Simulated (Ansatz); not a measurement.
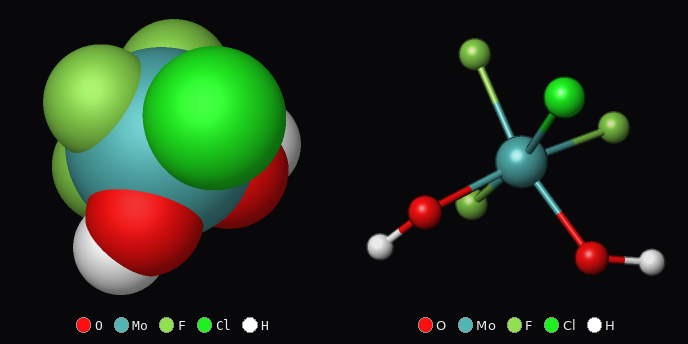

Two views of one molecule.

The species is neutral and a spin singlet. The computed structure is the end point of a PBE0-D4/def2-TZVP optimisation.

**Count the atoms of each element.**

ClF3H2MoO2, 9 atoms: 1 chlorine, 3 fluorine, 2 hydrogen, 1 molybdenum and 2 oxygen.

**Write the SMILES.**

[OH][Mo]([OH])([F])([F])([F])[Cl]

The parts below concern this one geometry. Atoms keep their numbers from picture to picture.

**Geometry**

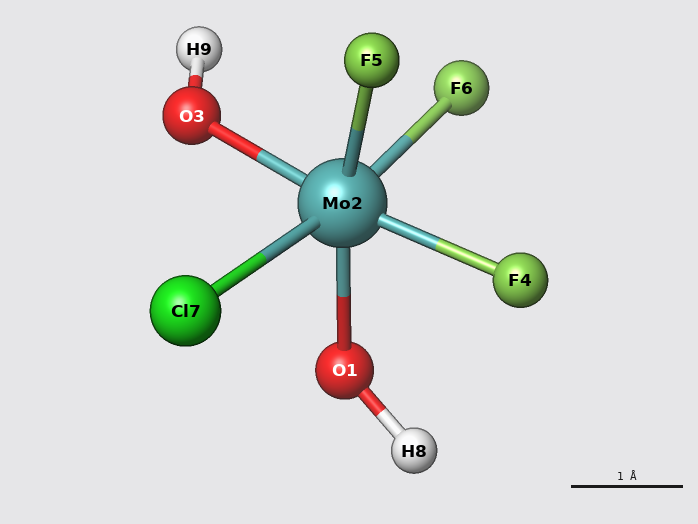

Atoms carry their numbers in the input.

Which atoms are bonded, and how long are the bonds?

```csv
bond,length (Å)
O1–Mo2,1.846
O1–H8,0.964
Mo2–O3,1.832
Mo2–F4,1.857
Mo2–F5,1.841
Mo2–F6,1.866
Mo2–Cl7,2.270
O3–H9,0.963
```

**Vibrations**

Harmonic vibrations computed with RKS PBE0-D4/def2-TZVP, core potentials on Mo (Ansatz 0.2.0) at a stationary point of the same level.

**How many vibrational modes are there, and where do they lie?**

21 modes: 98, 116, 125, 210, 229, 242, 280, 317, 342, 384, 451, 501, 582, 617, 638, 656, 711, 769, 800, 3853, 3859 cm⁻¹.

**Levels of theory compared**

Program: Ansatz 0.2.0.

Compare HOMO energy (eV), dipole (D) at these levels: B3LYP-D4/def2-TZVPP; PBE-D4/def2-TZVPP; r2SCAN-D4/def2-TZVPP; ωB97M-V/def2-TZVPP.

```tsv
level	HOMO energy (eV)	dipole (D)
B3LYP-D4/def2-TZVPP	−9.26	2.97
PBE-D4/def2-TZVPP	−8.00	2.82
r2SCAN-D4/def2-TZVPP	−8.41	2.92
ωB97M-V/def2-TZVPP	−11.77	3.00
```

**Charges**

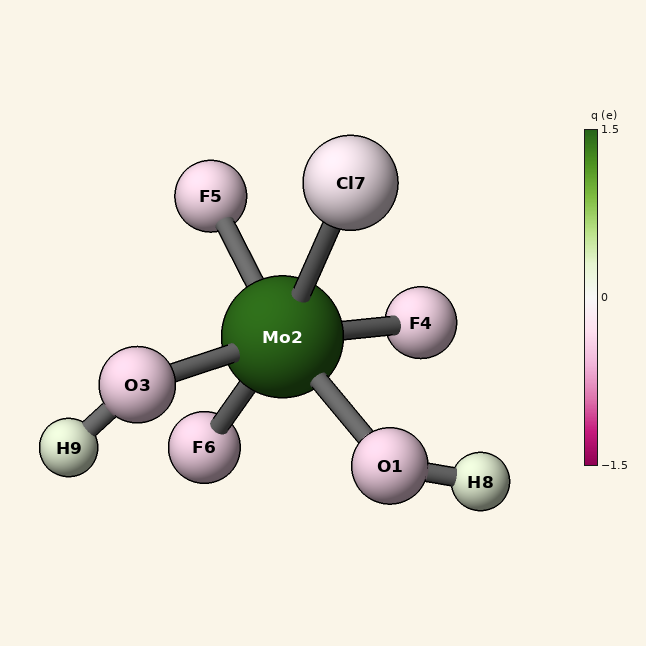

Atoms are coloured by their Mulliken charges. Level of theory: RKS ωB97M-V/def2-TZVPP, core potentials on Mo (Ansatz 0.2.0).

Give the Mulliken charges atom by atom.

```json
{"atom": "O1", "value (e)": "−0.36"}
{"atom": "Mo2", "value (e)": "1.43"}
{"atom": "O3", "value (e)": "−0.36"}
{"atom": "F4", "value (e)": "−0.34"}
{"atom": "F5", "value (e)": "−0.32"}
{"atom": "F6", "value (e)": "−0.35"}
{"atom": "Cl7", "value (e)": "−0.17"}
{"atom": "H8", "value (e)": "0.23"}
{"atom": "H9", "value (e)": "0.23"}
```

**Thermal motion**

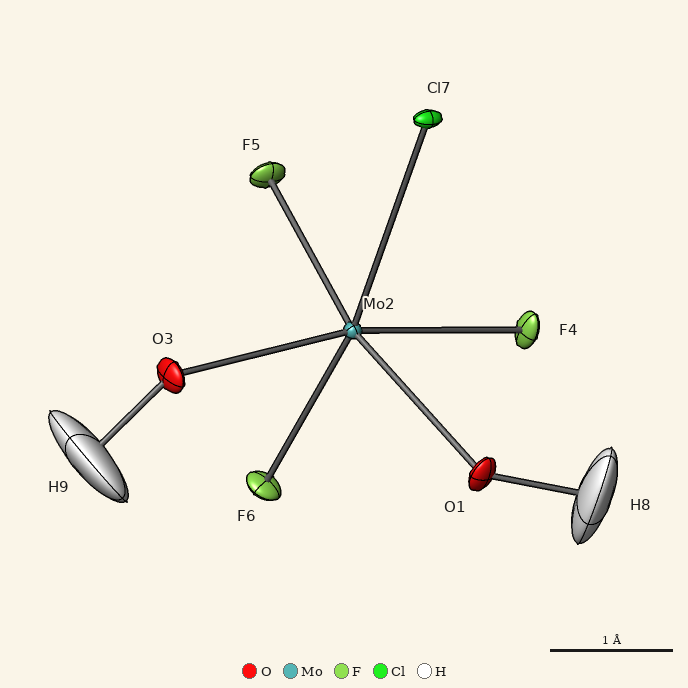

Displacement ellipsoids at the 50 % level, from the internal vibrations of the free molecule (harmonic, no overall translation or rotation; no half-axis is drawn under 0.075 Å). Vibrations computed with RKS PBE0-D4/def2-TZVP, core potentials on Mo (Ansatz 0.2.0). Temperature: 298 K.

Give the displacement parameters, one line for each set of equivalent atoms.

```json
{"atom": "O1", "U_eq (Å²)": "0.0067", "rms amplitudes (Å)": "0.042, 0.083, 0.108"}
{"atom": "Mo2", "U_eq (Å²)": "0.00059", "rms amplitudes (Å)": "0.022, 0.024, 0.027"}
{"atom": "O3", "U_eq (Å²)": "0.0072", "rms amplitudes (Å)": "0.042, 0.088, 0.110"}
{"atom": "F4", "U_eq (Å²)": "0.0071", "rms amplitudes (Å)": "0.043, 0.078, 0.116"}
{"atom": "F5", "U_eq (Å²)": "0.0066", "rms amplitudes (Å)": "0.041, 0.089, 0.101"}
{"atom": "F6", "U_eq (Å²)": "0.0072", "rms amplitudes (Å)": "0.041, 0.096, 0.103"}
{"atom": "Cl7", "U_eq (Å²)": "0.0039", "rms amplitudes (Å)": "0.039, 0.054, 0.085"}
{"atom": "H8", "U_eq (Å²)": "0.0542", "rms amplitudes (Å)": "0.090, 0.206, 0.335"}
{"atom": "H9", "U_eq (Å²)": "0.0627", "rms amplitudes (Å)": "0.095, 0.229, 0.356"}
```

Mulliken values depend strongly on the basis set and can even reverse the polarity of a bond.
